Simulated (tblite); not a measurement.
**Run report: C₂H₃F₃, geometry relaxation**

- system: C₂H₃F₃ (Ethane, 1,1,2-trifluoro), SMILES FCC(F)F
- method: GFN2-xTB geometry optimisation, gas phase (tblite 0.8.0)

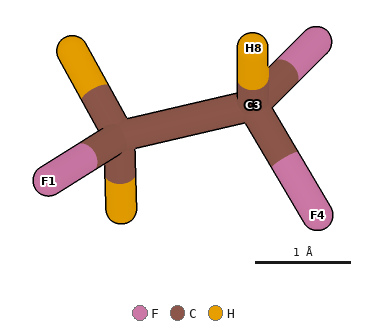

The starting structure (stick view, seen at a tilt; atoms are numbered from 1 in the order of the input). Bond lengths as drawn: C–C 1.53 Å, C–F 1.36 to 1.37 Å and C–H 1.09 to 1.10 Å.

Results in brief:

| quantity | value |
| --- | --- |
| outcome | converged |
| total energy | −544.3072 eV |
| hardware | 1 CPU thread, shared host |
| peak memory | 0.18 GiB |

Input file:
```
{"job": {"xc": "GFN2-xTB", "basis": "xTB", "kind": "relax"}, "charge": 0, "multiplicity": 1}
F     -1.155700    -1.333400     0.118000
C     -0.772400    -0.031100    -0.031800
C      0.747500     0.053900     0.079800
F      1.310800    -0.438900    -1.055000
F      1.112300     1.358700     0.155700
H     -1.254300     0.552900     0.760500
H     -1.118600     0.323300    -0.998100
H      1.139400    -0.476000     0.946300
```

The first line tells a small driver script what to run in tblite; the rest is the geometry in Å.

Run as:
```bash
OMP_NUM_THREADS=1 python <driver script> task.json out
```

The program's output:
```
step      E/eV     max force
  0    -544.27878    0.763
  1    -544.28709    0.161
  2    -544.28870    0.124
  3    -544.29138    0.072
  4    -544.29165    0.067
  5    -544.29251    0.069
  6    -544.29293    0.072
  7    -544.29341    0.077
  8    -544.29385    0.076
  9    -544.29452    0.072
 10    -544.29515    0.072
 11    -544.29557    0.057
 12    -544.29585    0.046
 13    -544.29619    0.060
 14    -544.29682    0.094
 15    -544.29783    0.116
 16    -544.29901    0.118
 17    -544.30002    0.125
 18    -544.30103    0.145
 19    -544.30237    0.166
 20    -544.30411    0.169
 21    -544.30562    0.120
 22    -544.30635    0.056
 23    -544.30663    0.045
 24    -544.30683    0.041
 25    -544.30703    0.040
 26    -544.30703    0.040
 27    -544.30708    0.024
 28    -544.30711    0.018
 29    -544.30713    0.016
 30    -544.30714    0.011
 31    -544.30715    0.008
 32    -544.30716    0.008
 33    -544.30716    0.006
 34    -544.30716    0.004
 35    -544.30716    0.004
 36    -544.30716    0.005
 37    -544.30717    0.006
 38    -544.30717    0.005
 39    -544.30717    0.003
```

Trajectory as extended XYZ (Å, eV, eV/Å), 12 frames, from step=0 to step=39:
```
8
Properties=species:S:1:pos:R:3:forces:R:3 step=0 energy=-544.27878
F    -1.1557   -1.3334    0.1180   -0.0390   0.0580   0.0020
C    -0.7724   -0.0311   -0.0318   -0.1410  -0.0930   0.3470
C     0.7475    0.0539    0.0798   -0.1820   0.3320  -0.6630
F     1.3108   -0.4389   -1.0550    0.0410   0.1080   0.3610
F     1.1123    1.3587    0.1557    0.0200  -0.1750   0.0400
H    -1.2543    0.5529    0.7605    0.1010  -0.0230   0.0720
H    -1.1186    0.3233   -0.9981    0.0130  -0.0150  -0.3140
H     1.1394   -0.4760    0.9463    0.1890  -0.1920   0.1540
8
Properties=species:S:1:pos:R:3:forces:R:3 step=3 energy=-544.29138
F    -1.1607   -1.3325    0.1207   -0.0590   0.0330   0.0240
C    -0.7834   -0.0306   -0.0290    0.0500   0.0060  -0.0050
C     0.7389    0.0596    0.0699    0.0310   0.0130   0.0190
F     1.3195   -0.4340   -1.0428    0.0370   0.0150  -0.0260
F     1.1147    1.3561    0.1572   -0.0350   0.0060   0.0230
H    -1.2483    0.5538    0.7715    0.0250  -0.0070  -0.0050
H    -1.1168    0.3174   -1.0116   -0.0270  -0.0470  -0.0110
H     1.1452   -0.4802    0.9395   -0.0210  -0.0190  -0.0200
8
Properties=species:S:1:pos:R:3:forces:R:3 step=7 energy=-544.29341
F    -1.1764   -1.3248    0.1296    0.0180  -0.0380   0.0330
C    -0.7802   -0.0302   -0.0317   -0.0330  -0.0320  -0.0050
C     0.7422    0.0600    0.0676   -0.0210  -0.0300  -0.0190
F     1.3325   -0.4256   -1.0444    0.0040   0.0430  -0.0150
F     1.1077    1.3588    0.1651   -0.0050  -0.0220   0.0230
H    -1.2381    0.5550    0.7723    0.0220   0.0590  -0.0450
H    -1.1217    0.3034   -1.0166    0.0060   0.0230   0.0110
H     1.1431   -0.4873    0.9337    0.0080  -0.0030   0.0140
8
Properties=species:S:1:pos:R:3:forces:R:3 step=10 energy=-544.29515
F    -1.1889   -1.3236    0.1459    0.0390  -0.0270   0.0270
C    -0.7800   -0.0363   -0.0351    0.0120   0.0090   0.0020
C     0.7433    0.0545    0.0626   -0.0200   0.0140   0.0680
F     1.3453   -0.4086   -1.0512   -0.0210   0.0100   0.0010
F     1.0980    1.3570    0.1785   -0.0060  -0.0550   0.0170
H    -1.2238    0.5682    0.7615   -0.0170   0.0440  -0.0010
H    -1.1265    0.2938   -1.0181    0.0100   0.0010  -0.0430
H     1.1416   -0.4956    0.9313    0.0040   0.0040  -0.0710
8
Properties=species:S:1:pos:R:3:forces:R:3 step=14 energy=-544.29682
F    -1.1873   -1.3241    0.1647    0.0060   0.0530   0.0100
C    -0.7810   -0.0377   -0.0369   -0.0210   0.0120   0.0050
C     0.7396    0.0524    0.0644    0.0270   0.0030  -0.0760
F     1.3467   -0.3938   -1.0552   -0.0370  -0.0030  -0.0230
F     1.0916    1.3506    0.1953    0.0340   0.0800   0.0360
H    -1.2188    0.5858    0.7506   -0.0400  -0.0270  -0.0280
H    -1.1253    0.2830   -1.0263    0.0220  -0.0540   0.0230
H     1.1436   -0.5068    0.9189    0.0090  -0.0630   0.0530
8
Properties=species:S:1:pos:R:3:forces:R:3 step=17 energy=-544.30002
F    -1.1849   -1.3113    0.2157   -0.0540   0.0010   0.0120
C    -0.7792   -0.0355   -0.0406   -0.0300  -0.0260   0.0140
C     0.7399    0.0513    0.0631    0.0190   0.0070  -0.0310
F     1.3421   -0.3575   -1.0732    0.0030   0.0740  -0.0340
F     1.0809    1.3478    0.2462    0.1240  -0.0150  -0.0060
H    -1.2172    0.6228    0.7174   -0.0550  -0.0340  -0.0200
H    -1.1196    0.2399   -1.0446    0.0180  -0.0370   0.0270
H     1.1471   -0.5480    0.8914   -0.0260   0.0310   0.0370
8
Properties=species:S:1:pos:R:3:forces:R:3 step=21 energy=-544.30562
F    -1.1950   -1.2926    0.2930    0.0140  -0.0010   0.0110
C    -0.7804   -0.0371   -0.0415    0.0420   0.0140  -0.0150
C     0.7438    0.0532    0.0587   -0.0340   0.0090   0.0950
F     1.3335   -0.2843   -1.1078    0.0070   0.0220   0.0530
F     1.1045    1.3345    0.3163    0.0010  -0.1170  -0.0230
H    -1.2351    0.6650    0.6645    0.0030   0.0000  -0.0070
H    -1.1066    0.1659   -1.0653   -0.0340   0.0020  -0.0160
H     1.1444   -0.5952    0.8577    0.0000   0.0700  -0.0970
8
Properties=species:S:1:pos:R:3:forces:R:3 step=24 energy=-544.30683
F    -1.1961   -1.2844    0.3244    0.0110   0.0370  -0.0100
C    -0.7807   -0.0371   -0.0438   -0.0170  -0.0030  -0.0030
C     0.7414    0.0533    0.0602    0.0090  -0.0030  -0.0360
F     1.3323   -0.2555   -1.1149    0.0020  -0.0060   0.0190
F     1.1084    1.3233    0.3443    0.0000   0.0110   0.0160
H    -1.2373    0.6839    0.6431    0.0030  -0.0200  -0.0300
H    -1.1047    0.1380   -1.0751   -0.0210  -0.0060   0.0350
H     1.1458   -0.6121    0.8372    0.0120  -0.0110   0.0090
8
Properties=species:S:1:pos:R:3:forces:R:3 step=28 energy=-544.30711
F    -1.1970   -1.2791    0.3369   -0.0020  -0.0020   0.0000
C    -0.7808   -0.0373   -0.0452    0.0100   0.0020  -0.0010
C     0.7417    0.0528    0.0588    0.0060   0.0020   0.0070
F     1.3333   -0.2444   -1.1179    0.0100  -0.0020  -0.0050
F     1.1079    1.3204    0.3573    0.0030  -0.0050   0.0030
H    -1.2366    0.6912    0.6326   -0.0080   0.0020  -0.0060
H    -1.1061    0.1263   -1.0770   -0.0180  -0.0010   0.0030
H     1.1467   -0.6204    0.8299   -0.0010   0.0030  -0.0030
8
Properties=species:S:1:pos:R:3:forces:R:3 step=31 energy=-544.30715
F    -1.1971   -1.2789    0.3369    0.0040  -0.0020   0.0030
C    -0.7803   -0.0372   -0.0453   -0.0040   0.0000  -0.0020
C     0.7424    0.0529    0.0586   -0.0040   0.0000   0.0010
F     1.3345   -0.2446   -1.1181    0.0040   0.0040   0.0060
F     1.1085    1.3203    0.3579    0.0040  -0.0040  -0.0010
H    -1.2375    0.6912    0.6317    0.0020   0.0030   0.0020
H    -1.1083    0.1262   -1.0762   -0.0040   0.0000  -0.0050
H     1.1468   -0.6204    0.8299    0.0000   0.0010  -0.0040
8
Properties=species:S:1:pos:R:3:forces:R:3 step=35 energy=-544.30716
F    -1.1965   -1.2790    0.3373    0.0010   0.0010   0.0010
C    -0.7807   -0.0372   -0.0456    0.0020   0.0010   0.0000
C     0.7422    0.0529    0.0585    0.0010   0.0010  -0.0010
F     1.3354   -0.2442   -1.1176    0.0000   0.0000  -0.0020
F     1.1091    1.3199    0.3582   -0.0010   0.0010   0.0020
H    -1.2375    0.6915    0.6315    0.0010   0.0000   0.0000
H    -1.1096    0.1260   -1.0765    0.0000  -0.0020   0.0000
H     1.1467   -0.6205    0.8296   -0.0040  -0.0020   0.0000
8
Properties=species:S:1:pos:R:3:forces:R:3 step=39 energy=-544.30717
F    -1.1958   -1.2787    0.3381   -0.0010  -0.0010   0.0010
C    -0.7806   -0.0370   -0.0459    0.0020  -0.0010   0.0010
C     0.7422    0.0531    0.0582    0.0000   0.0000   0.0010
F     1.3358   -0.2437   -1.1177   -0.0010   0.0020   0.0000
F     1.1093    1.3199    0.3588    0.0000  -0.0020   0.0010
H    -1.2370    0.6917    0.6314   -0.0010   0.0020  -0.0020
H    -1.1101    0.1252   -1.0767    0.0010   0.0000   0.0000
H     1.1454   -0.6211    0.8293    0.0000   0.0010  -0.0020
```
